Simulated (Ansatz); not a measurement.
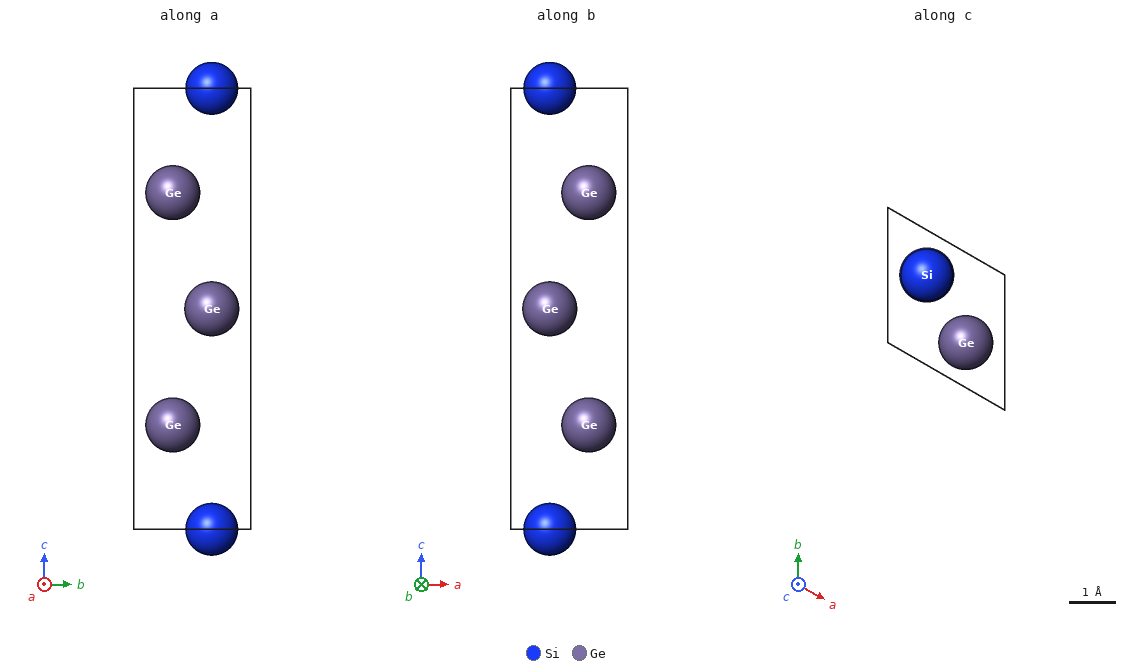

Spheres-only drawing of the structure, looking along the a axis, along the b axis and along the c axis. Atoms at the boundary of the conventional unit cell (the box) are drawn once for each face, edge or corner they touch.

Lattice parameters: a = 2.9554 Å, b = 2.9554 Å, c = 9.6434 Å, α = 90.000°, β = 90.000°, γ = 120.000°.

### Record the structure as a CIF with its space group and independent sites, with free fractional coordinates to two decimals.

```cif
data_structure
_symmetry_space_group_name_H-M 'P -6 m 2'
_symmetry_Int_Tables_number 187
_cell_length_a 2.9554
_cell_length_b 2.9554
_cell_length_c 9.6434
_cell_angle_alpha 90.000
_cell_angle_beta 90.000
_cell_angle_gamma 120.000
_cell_volume 72.95
loop_
_atom_site_label
_atom_site_type_symbol
_atom_site_symmetry_multiplicity
_atom_site_Wyckoff_symbol
_atom_site_fract_x
_atom_site_fract_y
_atom_site_fract_z
_atom_site_occupancy
Si1 Si 1 c 0.3333 0.6667 0.00 1
Ge1 Ge 2 i 0.6667 0.3333 0.24 1
Ge2 Ge 1 d 0.3333 0.6667 0.50 1
```

The initial geometry was a structure type filled with these elements by a generator (whether the compound takes this form wasn't checked). It is drawn as it came out of a relaxation with Ansatz 0.2.0, DFT PBE, scalar-relativistic, plane waves, PAW.
